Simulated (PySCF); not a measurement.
**N2, SMILES `N#N`: what the electrons do**

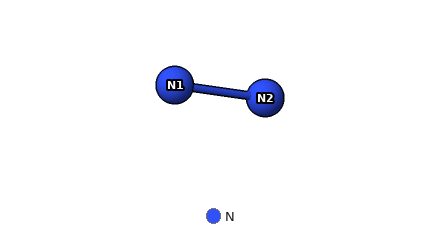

The molecule, with its atoms numbered as below. No frequency check shows the geometry to be a minimum.

Geometry (Å), atoms numbered from 1:

```
N1       0.5491    0.0000    0.0000
N2      -0.5491    0.0000    0.0000
```

### 1. Bonding charge

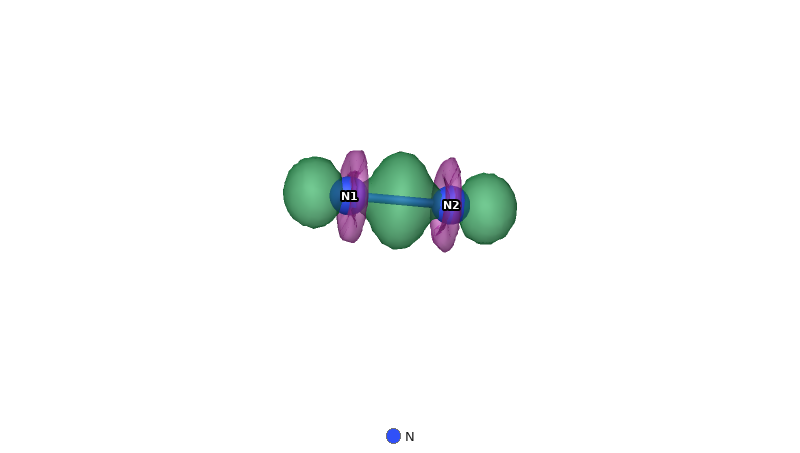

Deformation density (molecule less spherical, spin-averaged free atoms at the same positions), surfaces at ±0.2 e/Å³; green: gain, purple: loss.

PySCF calculation, B3LYP/def2-SVP, gas phase; geometry: GFN2-xTB.

**Describe the bonding that the map shows.**

N1–N2: +1.16 e/Å³ at the bond critical point (bond length 1.10 Å, Mayer order 2.8). In all, 0.5 electrons gather in the regions of gain relative to the promolecule.

**Where do the Hirshfeld charges lie?**

The highest Hirshfeld charge is on N1 and N2 (0.00 e), the lowest on N1 and N2 (0.00 e).

```tsv
atom	charge (e)
N1	0.00
N2	0.00
```

### 2. Bond critical points

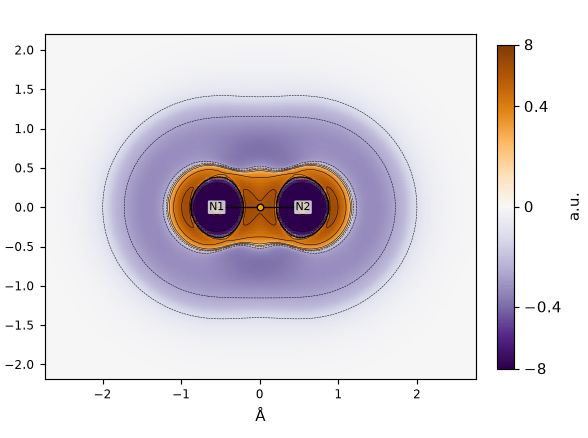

Negative Laplacian of the density (−∇²ρ) in a plane that holds the bond (orange positive, purple negative, colour scale in a.u., logarithmic beyond ±0.04), with bond paths and bond critical points (dots).

**At which bond critical points in this plane is charge locally concentrated, and at which depleted?**

Concentrated (∇²ρ < 0): N1–N2 (−2.15 a.u.). At none is it depleted.

### 3. Local ionisation energy

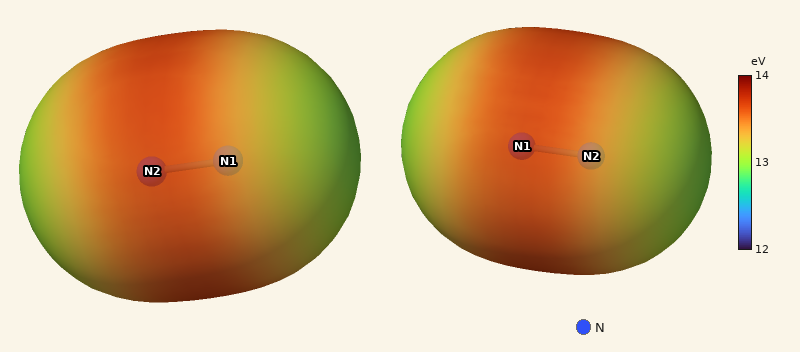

Average local ionisation energy on the surface of electron density 0.001 a.u. (back view left, front view right).

**Locate the minima of the map.**

The lowest value is 12.9 eV, 1.8 Å from N1, and at like points elsewhere. For comparison, the highest occupied orbital lies at −11.7 eV.

**What volume does the surface enclose, and what is the dipole moment?**

About 36 Å³; the dipole moment is 0.0 D.

### 4. In an electric field

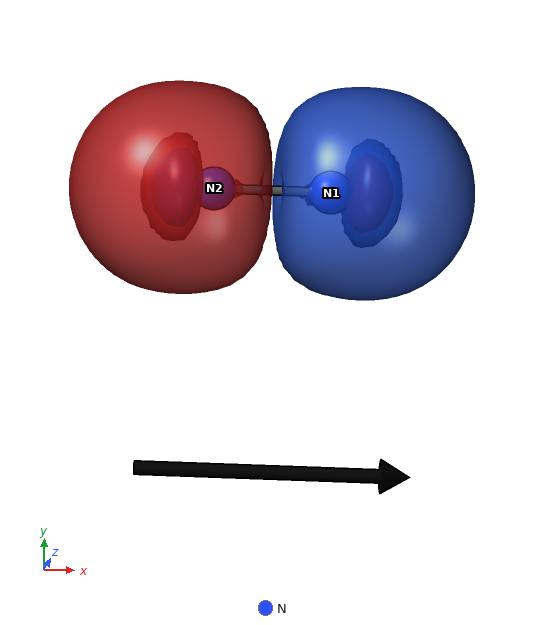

Change of the electron density in a uniform field of 0.10 V/Å along +x (arrow), surfaces at ±0.0006 e/Å³ (red: gain, blue: loss).

Level of theory: PBE/aug-cc-pVDZ (PySCF), at a geometry from GFN2-xTB.

The field was applied in both directions; the picture shows the one opposite to the script's first.

**What dipole is induced, and what polarisability does it imply?**

The induced dipole is 0.08 D (along the field); α along this axis, from the fields in both directions, is 15 bohr³ (2.3 Å³).
